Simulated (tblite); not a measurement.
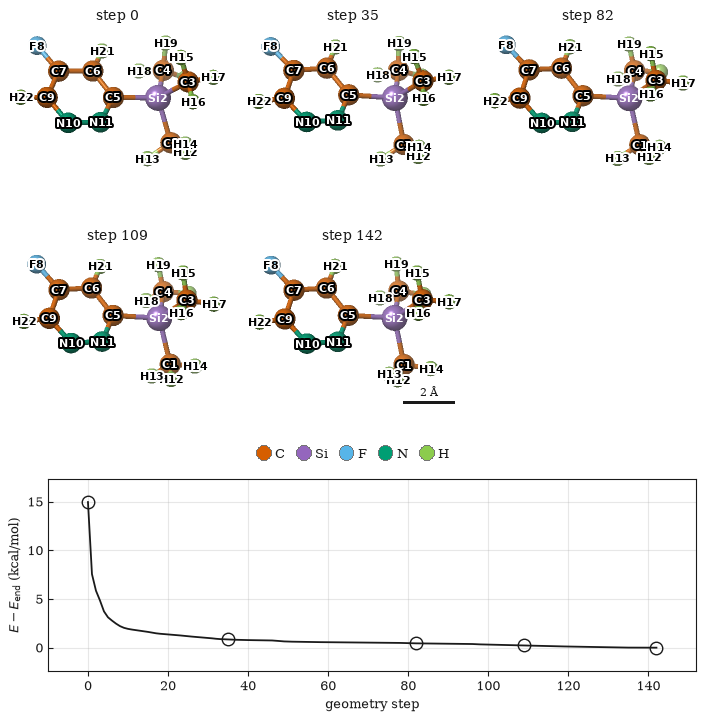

Frames of a relaxation of C$_{7}$H$_{11}$FN$_{2}$Si, marked on the history of the run. The picture is a ball-and-stick view, seen from a free direction.

Method: tblite 0.8.0, GFN2-xTB geometry optimisation, gas phase. 

> Describe the path.

Over 142 geometry steps the energy falls by 15.0 kcal/mol. An H atom moves most after the best rigid fit: 0.94 Å. Largest moves by element: H 0.94 Å, F 0.32 Å, C 0.17 Å, N 0.16 Å, Si 0.09 Å. Some distances before and after: C–Si 1.843 → 1.911 Å, C–H 1.138 → 1.086 Å, N–N 1.335 → 1.297 Å, C–Si 1.873 → 1.909 Å. Bond angles that change, for instance: H–C–H 114.4° → 107.4°, Si–C–N 121.9° → 115.1°, Si–C–C 118.1° → 124.0°. Groups turn about C–Si by about 50°. The run took 2.3 s on 1 thread of Arm Neoverse N1 (shared host). From step 0 to 35: an H atom moves most (0.30 Å), energy −14.1 kcal/mol. From step 35 to 82: an H atom moves most (0.36 Å), energy −0.40 kcal/mol. From step 82 to 109: an H atom moves most (0.39 Å), energy −0.22 kcal/mol. From step 109 to 142: an H atom moves most (0.33 Å), energy −0.23 kcal/mol.
